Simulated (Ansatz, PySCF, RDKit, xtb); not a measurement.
# InPF6: ranking a sample of isomers, part 2 of 2

A sample of isomers of InPF6 is drawn. Aim: find which of them has the lowest free energy at 298.15 K, then its properties. The sample is small against all isomers, and the most stable one of this formula need not be in it. One structure proposed beforehand is put among the starts (marked given), to see whether the search confirms or beats it.

xtb, Ansatz and PySCF; isolated molecules. Earlier steps stand in the parts before.

## (11) c374at at CCSD(T)/def2-SVP

Input file input.yaml:

```yaml
basis:
  gaussian:
    orbitals: def2-SVP
crystal:
  periodic: [false, false, false]
  atoms:
    - {symbol: F, position_ang: [0.573110, -2.025927, 1.140623]}
    - {symbol: F, position_ang: [0.078269, -1.411952, -1.087577]}
    - {symbol: F, position_ang: [2.209841, -0.899082, -0.204252]}
    - {symbol: F, position_ang: [-1.536146, 2.986470, 0.631789]}
    - {symbol: F, position_ang: [0.587641, 0.879047, -0.730298]}
    - {symbol: F, position_ang: [-1.080948, -0.269617, 0.640829]}
    - {symbol: In, position_ang: [-1.508871, 1.466266, -0.607651]}
    - {symbol: P, position_ang: [0.677093, -0.725205, 0.216538]}
magnetization:
  spin_polarized: true
  initial_magnetization: 2
correlation:
  method: ccsd_t
  frozen_orbitals: {F: 1, P: 5, In: 4}
scf:
  omitted_lower_state_checks: [cluster_reference]
```

The run is started by

```bash
$ ansatz run input.yaml --threads 2 --pin off --max-ram 6090MiB --events-out events.jsonl --progress --plain --runs-dir runs
```

The program printed, cut to the lines that bear on the results:

```text
Warning: RAYON_NUM_THREADS=2 ignored (pool sized by the plan → 2); use --threads N
Functional definition: HF
  name "HF"
[...]
1269 factors; integrals over basis functions are off by at most 7.0e-4 eV
[...]
mean field -30642.44164908 eV, -1126.0889604107 hartree, gradient 3.0e-6 eV, S^2 2.011330; 0 other end points of the search recorded, 0 dependent functions left out
15 core orbitals not correlated: weight in the atoms' cores, before any rotation towards them, 1.000 or more for the frozen orbitals, at most 0.000 for the correlated occupied ones
reference -30642.44164908 eV, -1126.0889604107 hartree; 31, 29 occupied and 82, 84 virtual orbitals, 1269 factors
second order -35.48197812 eV of doubles, -0.00000000 eV of singles
cycle   1  -34.82778670 eV  change    6.5e-1 eV  update   1.5e-1
[...]
cycle  10  -35.79122067 eV  change   -5.7e-5 eV  update   6.3e-5
perturbative correction -0.66242226 eV, -0.0243435689 hartree
Total energy: -30678.89529200 eV, -1127.4286070790 hartree
Checks for a lower state left out: cluster_reference
```

Run time: 4.6 min. Hardware: 2 threads of Arm Neoverse V2, shared host; peak memory 2.6 GiB.

## (12) The ranking

Energies in kcal/mol from c374a; G adds the thermal terms to the CCSD(T)/def2-SVP + MP2/def2-TZVPP - MP2/def2-SVP energy.

| label | SMILES | spin | PBE0-D4/def2-SVP | HF/def2-SVP | MP2/def2-SVP | CCSD(T)/def2-SVP + MP2/def2-TZVPP - MP2/def2-SVP | G | share at equilibrium | T1 |
| --- | --- | --- | --- | --- | --- | --- | --- | --- | --- |
| c374a | [F][P]([F])([F])[In]([F])([F])[F] ‡ | singlet | 0.0 | 0.0 | 0.0 | 0.0 | 0.0 | 100.0 % | 0.015 |
| c374at | [F][In]1[F][P]([F])([F])([F])[F]1 ‡ | triplet | 26.8 | 24.6 | 35.9 | 43.0 | 43.9 | < 0.1 % | 0.015 |

‡ marks the bonded skeleton alone, with all bonds drawn single: no Lewis structure was assigned that passes a check against the bond lengths.

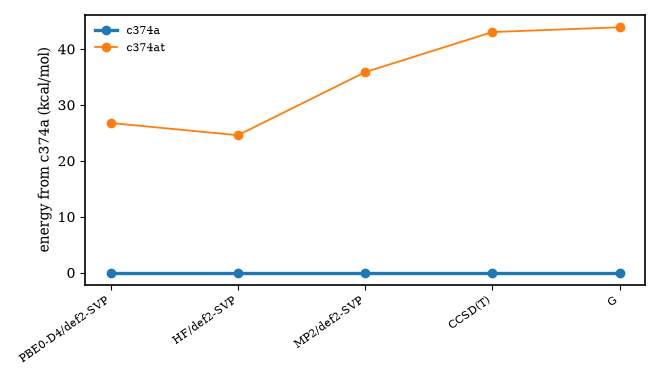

The finalists at each level, measured from c374a.

Lowest found: c374a, `[F][P]([F])([F])[In]([F])([F])[F]` ‡, a singlet. Bond lengths: F4–In7 1.940 Å, F5–In7 1.981 Å, F6–In7 1.940 Å, F1–P8 1.581 Å, F2–P8 1.570 Å, F3–P8 1.570 Å, In7–P8 2.756 Å. Some angles: F4–In7–F5 117.8°, F4–In7–F6 122.5°, F4–In7–P8 108.1°, F5–In7–F6 117.8°, F5–In7–P8 64.0°, F6–In7–P8 107.9°, F1–P8–F2 99.2°, F1–P8–F3 99.2°, F1–P8–In7 131.6°, F2–P8–F3 100.9°.

```xyz
8

F     1.0208   -1.7740    1.5158
F     0.7531   -1.8925   -0.8662
F     2.1999   -0.2191    0.1187
F    -0.8465    2.5668    1.0637
F     0.1510    0.8257   -1.6285
F    -2.8774    0.2119   -0.3156
In   -1.1605    1.1029   -0.1696
P     0.7596   -0.8217    0.2816
```

‡ marks the bonded skeleton alone, with all bonds drawn single: no Lewis structure was assigned that passes a check against the bond lengths.

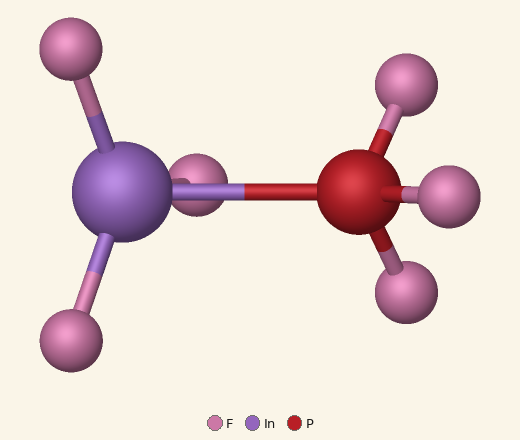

The lowest structure found, seen from a chosen angle (fluorine pink, indium purple, phosphorus red).

## (13) Density, orbitals and dipole (PBE0/def2-SVPD)

Input file input.yaml:

```yaml
crystal:
  periodic: [false, false, false]
  atoms:
    - {symbol: F, position_ang: [1.020751, -1.773959, 1.515816]}
    - {symbol: F, position_ang: [0.753147, -1.892541, -0.866194]}
    - {symbol: F, position_ang: [2.199927, -0.219118, 0.118701]}
    - {symbol: F, position_ang: [-0.846486, 2.566831, 1.063731]}
    - {symbol: F, position_ang: [0.150969, 0.825692, -1.628458]}
    - {symbol: F, position_ang: [-2.877382, 0.211878, -0.315563]}
    - {symbol: In, position_ang: [-1.160545, 1.102932, -0.169604]}
    - {symbol: P, position_ang: [0.759610, -0.821715, 0.281571]}
basis:
  gaussian:
    orbitals: def2-SVPD
hamiltonian:
  xc: {name: PBE0}
output: {forces: true, orbitals: {seedname: orbitals}}
```

The run is started by

```bash
$ ansatz run input.yaml --threads 2 --pin off --max-ram 6090MiB --events-out events.jsonl --progress --plain --runs-dir runs
```

The program printed, cut to the lines that bear on the results:

```text
Warning: RAYON_NUM_THREADS=2 ignored (pool sized by the plan → 2); use --threads N
[... 2 set-up lines as earlier in the session ...]
[...]
1967 factors; integrals over basis functions are off by at most 2.7e-4 eV
[...]
mean field -30734.86971500 eV, -1129.4856291834 hartree, gradient 2.9e-5 eV, S^2 0.000000; 0 other end points of the search recorded, 0 dependent functions left out
[...]
reference -30734.86976311 eV, -1129.4856309512 hartree; 45, 45 occupied and 149, 149 virtual orbitals, 1967 factors
Total energy: -30734.86976311 eV, -1129.4856309512 hartree
Atom 0 at     1.020751    -1.773959     1.515816 Å, force     0.057531    -0.175009     0.213310 eV/Å
Atom 1 at     0.753147    -1.892541    -0.866194 Å, force     0.004230    -0.217246    -0.188979 eV/Å
Atom 2 at     2.199927    -0.219118     0.118701 Å, force     0.272366     0.093295    -0.006964 eV/Å
Atom 3 at    -0.846486     2.566831     1.063731 Å, force     0.026724     0.159000     0.132547 eV/Å
Atom 4 at     0.150969     0.825692    -1.628458 Å, force     0.065870     0.040075    -0.163572 eV/Å
Atom 5 at    -2.877382     0.211878    -0.315563 Å, force    -0.188636    -0.089786    -0.013199 eV/Å
Atom 6 at    -1.160545     1.102932    -0.169604 Å, force     0.015777    -0.001255    -0.021263 eV/Å
Atom 7 at     0.759610    -0.821715     0.281571 Å, force    -0.253863     0.190927     0.048120 eV/Å
Dipole moment:     0.192649    -0.254258     0.150521 e Å
```

It took 9.9 s on 2 threads of Arm Neoverse V2, shared host; peak memory 0.71 GiB.

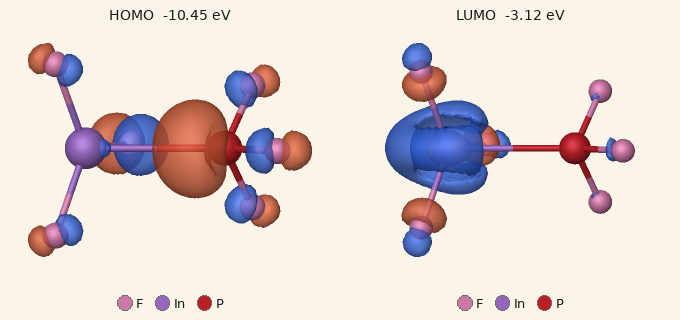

Frontier orbitals of this run, surfaces at ±0.2 Å^-3/2.

## (14) Electronic excitations (TD-CAM-B3LYP/def2-SVPD)

An in-house driver calls PySCF's response routines at TD-CAM-B3LYP/def2-SVPD; it has no typed input.

The program printed:

```text
coarse grid: 46304 points
cycle   1  E = -1128.7980883048  dE = -1.995e+01  |g| = 2.107e+00  |ddm| = 1.360e+01
cycle   2  E = -1121.3233891126  dE =  7.475e+00  |g| = 5.060e+00  |ddm| = 1.004e+01
cycle   3  E = -1129.8480267404  dE = -8.525e+00  |g| = 9.246e-01  |ddm| = 6.742e+00
cycle   4  E = -1130.0132904716  dE = -1.653e-01  |g| = 4.013e-01  |ddm| = 1.197e+00
cycle   5  E = -1130.0411667736  dE = -2.788e-02  |g| = 1.251e-01  |ddm| = 5.130e-01
cycle   6  E = -1130.0439428041  dE = -2.776e-03  |g| = 5.273e-02  |ddm| = 1.696e-01
cycle   7  E = -1130.0444744668  dE = -5.317e-04  |g| = 2.162e-02  |ddm| = 7.333e-02
cycle   8  E = -1130.0445862754  dE = -1.118e-04  |g| = 3.937e-03  |ddm| = 3.684e-02
cycle   9  E = -1130.0445912047  dE = -4.929e-06  |g| = 2.541e-03  |ddm| = 9.160e-03
final grid: 95600 points
cycle  10  E = -1130.0448016678  dE =  1.847e-09  |g| = 3.250e-03  |ddm| = 4.655e-03
cycle  11  E = -1130.0448002251  dE =  1.443e-06  |g| = 4.460e-03  |ddm| = 4.854e-03
cycle  12  E = -1130.0448033237  dE = -3.099e-06  |g| = 2.527e-04  |ddm| = 2.829e-03
cycle  13  E = -1130.0448033341  dE = -1.045e-08  |g| = 5.242e-05  |ddm| = 1.869e-04
cycle  14  E = -1130.0448033353  dE = -1.134e-09  |g| = 2.023e-05  |ddm| = 1.244e-04
cycle  15  E = -1130.0448033355  dE = -1.887e-10  |g| = 9.759e-06  |ddm| = 6.549e-05
converged SCF energy = -1130.0448033355

Static polarisability (au): isotropic 56.195, principal 51.290 54.458 62.837

Singlet excitations
state   eV       nm        f      main configurations
  1   6.4339    192.7   0.12442   H->L 0.90
  2   6.5966    188.0   0.00651   H-3->L 0.75, H-2->L 0.19
  3   6.6243    187.2   0.00572   H-4->L 0.56, H-2->L 0.25, H-3->L 0.13
  4   6.6290    187.0   0.06435   H-1->L 0.86
  5   6.8641    180.6   0.00935   H-5->L 0.91
  6   6.8739    180.4   0.03933   H-2->L 0.43, H-4->L 0.39
  7   7.7894    159.2   0.07784   H->L+1 0.96
  8   7.8539    157.9   0.02481   H-6->L 0.51, H->L+2 0.40

Triplet excitations (Tamm-Dancoff, eV): 5.8024 6.0252 6.0276
```

Run time: 26 s. Hardware: 2 threads of Arm Neoverse V2, shared host; peak memory 0.83 GiB.

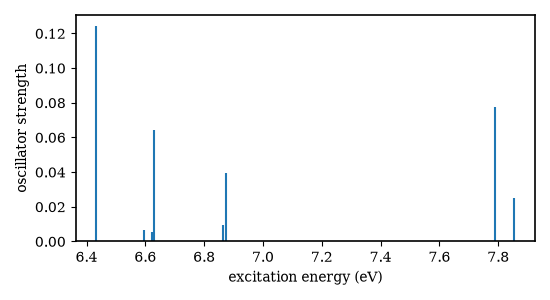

Vertical excitations as sticks.

The roots found:

| excited state | energy (eV) | strength |
| --- | --- | --- |
| 1 | 6.434 | 0.1244 |
| 2 | 6.597 | 0.0065 |
| 3 | 6.624 | 0.0057 |
| 4 | 6.629 | 0.0644 |
| 5 | 6.864 | 0.0094 |
| 6 | 6.874 | 0.0393 |
| 7 | 7.789 | 0.0778 |
| 8 | 7.854 | 0.0248 |

## (15) The cation at the same geometry (PBE0/def2-SVPD)

Input file input.yaml:

```yaml
crystal:
  periodic: [false, false, false]
  atoms:
    - symbol: F
      position_ang: [1.020751, -1.773959, 1.515816]
    - symbol: F
      position_ang: [0.753147, -1.892541, -0.866194]
    - symbol: F
      position_ang: [2.199927, -0.219118, 0.118701]
    - symbol: F
      position_ang: [-0.846486, 2.566831, 1.063731]
    - symbol: F
      position_ang: [0.150969, 0.825692, -1.628458]
    - symbol: F
      position_ang: [-2.877382, 0.211878, -0.315563]
    - symbol: In
      position_ang: [-1.160545, 1.102932, -0.169604]
    - symbol: P
      position_ang: [0.759610, -0.821715, 0.281571]
basis:
  gaussian: {orbitals: def2-SVPD}
total_charge: 1
magnetization: {spin_polarized: true, initial_magnetization: 1}
hamiltonian: {xc: {name: PBE0}}
```

The run is started by

```bash
$ ansatz run input.yaml --threads 2 --pin off --max-ram 6090MiB --events-out events.jsonl --progress --plain --runs-dir runs
```

The program printed:

```text
Warning: RAYON_NUM_THREADS=2 ignored (pool sized by the plan → 2); use --threads N
[... 2 set-up lines as earlier in the session ...]
  parameter a = 0.25
  parameter kappa = 0.804
  parameter beta = 0.06672455060314922
  exchange = (1 - a)*pbe_x(kappa = kappa, mu = beta*pi^2/3) + a*exact_x
  correlation = pbe_c(beta = beta)
1770 factors; their error is unknown
mean field evaluation 1: about -30700.8456 eV, gradient 7.8e1 eV
mean field evaluation 2: about -30429.9132 eV, gradient 2.3e2 eV
mean field evaluation 4: about -30720.2960 eV, gradient 2.1e1 eV
mean field evaluation 8: about -30722.0590 eV, gradient 9.8e-1 eV
mean field evaluation 16: about -30722.3205 eV, gradient 2.5e-2 eV
mean field evaluation 32: about -30722.3205 eV, gradient 7.1e-5 eV
mean field evaluation 64: about -30721.2292 eV, gradient 5.3e0 eV
mean field -30722.32048121 eV, -1129.0244533477 hartree, gradient 8.2e-6 eV, S^2 0.760300; 8 other end points of the search recorded, 0 dependent functions left out
reference -30722.32053589 eV, -1129.0244553573 hartree; 45, 44 occupied and 149, 150 virtual orbitals, 1770 factors
Total energy: -30722.32053589 eV, -1129.0244553573 hartree
```

Wall time 51 s (2 threads of Arm Neoverse V2, shared host); peak memory 1.1 GiB.

Difference from the parent: 12.55 eV.

## (16) The anion at the same geometry (PBE0/def2-SVPD)

input.yaml: that of step 15 with these lines changed.

```diff
@@ -1 +1,4 @@
+basis:
+  gaussian:
+    orbitals: def2-SVPD
 crystal:
@@ -19,6 +22,9 @@
       position_ang: [0.759610, -0.821715, 0.281571]
-basis:
-  gaussian: {orbitals: def2-SVPD}
-total_charge: 1
-magnetization: {spin_polarized: true, initial_magnetization: 1}
-hamiltonian: {xc: {name: PBE0}}
+scf:
+  lower_state_search: off
+magnetization:
+  spin_polarized: true
+  initial_magnetization: 1
+hamiltonian:
+  xc: pbe0
+total_charge: -1
```

The run is started by

```bash
$ ansatz run input.yaml --threads 2 --pin off --max-ram 6090MiB --events-out events.jsonl --progress --plain --runs-dir runs
```

The program printed, cut to the lines that bear on the results:

```text
Warning: RAYON_NUM_THREADS=2 ignored (pool sized by the plan → 2); use --threads N
[... 2 set-up lines as earlier in the session ...]
[...]
1770 factors; their error is unknown
[...]
mean field -30736.07734842 eV, -1129.5300088930 hartree, gradient 6.3e-6 eV, S^2 0.751398; 0 other end points of the search recorded, 0 dependent functions left out
reference -30736.07740481 eV, -1129.5300109651 hartree; 46, 45 occupied and 148, 149 virtual orbitals, 1770 factors
Total energy: -30736.07740481 eV, -1129.5300109651 hartree
Checks for a lower state left out: stability, starts, cluster_reference, orbital_swaps, neighbouring_geometries, increment
```

Wall time 11 s (2 threads of Arm Neoverse V2, shared host); peak memory 0.84 GiB.

Parent less the species with the added electron: 1.21 eV.

## (17) The triplet at the same geometry (PBE0/def2-SVPD)

Input file input.yaml:

```yaml
crystal:
  periodic: [false, false, false]
  atoms:
    - {symbol: F, position_ang: [1.020751, -1.773959, 1.515816]}
    - {symbol: F, position_ang: [0.753147, -1.892541, -0.866194]}
    - {symbol: F, position_ang: [2.199927, -0.219118, 0.118701]}
    - {symbol: F, position_ang: [-0.846486, 2.566831, 1.063731]}
    - {symbol: F, position_ang: [0.150969, 0.825692, -1.628458]}
    - {symbol: F, position_ang: [-2.877382, 0.211878, -0.315563]}
    - {symbol: In, position_ang: [-1.160545, 1.102932, -0.169604]}
    - {symbol: P, position_ang: [0.759610, -0.821715, 0.281571]}
basis:
  gaussian:
    orbitals: def2-SVPD
magnetization:
  spin_polarized: true
  initial_magnetization: 2
hamiltonian:
  xc: {name: PBE0}
```

The run is started by

```bash
$ ansatz run input.yaml --threads 2 --pin off --max-ram 6090MiB --events-out events.jsonl --progress --plain --runs-dir runs
```

The program printed, cut to the lines that bear on the results:

```text
Warning: RAYON_NUM_THREADS=2 ignored (pool sized by the plan → 2); use --threads N
[... 7 set-up lines as earlier in the session ...]
1770 factors; their error is unknown
mean field evaluation 1: about -30715.2034 eV, gradient 5.9e1 eV
mean field evaluation 2: about -30449.7967 eV, gradient 2.1e2 eV
mean field evaluation 4: about -30726.9764 eV, gradient 2.1e1 eV
mean field evaluation 8: about -30728.7659 eV, gradient 3.9e0 eV
mean field evaluation 16: about -30729.0907 eV, gradient 1.3e-1 eV
mean field evaluation 32: about -30729.0696 eV, gradient 7.7e-1 eV
mean field -30729.09577367 eV, -1129.2734407532 hartree, gradient 6.3e-6 eV, S^2 2.009596; 6 other end points of the search recorded, 0 dependent functions left out
reference -30729.09582448 eV, -1129.2734426205 hartree; 46, 44 occupied and 148, 150 virtual orbitals, 1770 factors
Total energy: -30729.09582448 eV, -1129.2734426205 hartree
```

It took 86 s on 2 threads of Arm Neoverse V2, shared host; peak memory 1.5 GiB.

It lies 5.77 eV above the singlet.

## (18) Outcome

The summary covers parts 1 to 2.

```
                                           quantity                                                                    value
                             lowest structure found                             [F][P]([F])([F])[In]([F])([F])[F] ‡, singlet
                                      next finalist  [F][In]1[F][P]([F])([F])([F])[F]1 ‡, triplet, 43.9 kcal/mol higher in G
          share at equilibrium, among the finalists                                                                  100.0 %
                                             funnel    2 starts, 2 minima at GFN2-xTB, 3 screening runs, 3 relaxed, 2 ranked
                               CPU time of all runs                                                                   33 min
                     dipole moment (PBE0/def2-SVPD)                                                                   1.69 D
                       HOMO energy (PBE0/def2-SVPD)                                                                -10.45 eV
                       LUMO energy (PBE0/def2-SVPD)                                                                 -3.12 eV
                     HOMO–LUMO gap (PBE0/def2-SVPD)                                                                  7.34 eV
         lowest excitation (TD-CAM-B3LYP/def2-SVPD)                                                      6.43 eV (f = 0.124)
lowest triplet excitation, same level, Tamm-Dancoff                                                                  5.80 eV
                         vertical ionisation energy                                                                 12.55 eV
                         vertical electron affinity                                                                  1.21 eV
                      vertical triplet less singlet                                                                 +5.77 eV
```

**Reading.** `[F][P]([F])([F])[In]([F])([F])[F]` ‡ comes out lowest. The margin of 43.9 kcal/mol over the next finalist is beyond the usual error of the last level; it says nothing of structures that weren't ranked. PBE0-D4/def2-SVP, HF/def2-SVP and MP2/def2-SVP already put its bonding pattern lowest among the structures in one piece. The largest share of the time went into the relaxations (41 %). Spin-orbit coupling, which matters for elements this heavy, is left out. The structure proposed beforehand is the winner. Lowest found is not proven lowest: the search is finite, and each finalist counts with one conformer. Only 1 drawn pattern was tried, so whole families of isomers are missing, and the result ranks this sample alone. The lowest isomer need not be the one that is made and kept in a bottle, which depends on barriers.

‡ marks the bonded skeleton alone, with all bonds drawn single: no Lewis structure was assigned that passes a check against the bond lengths.
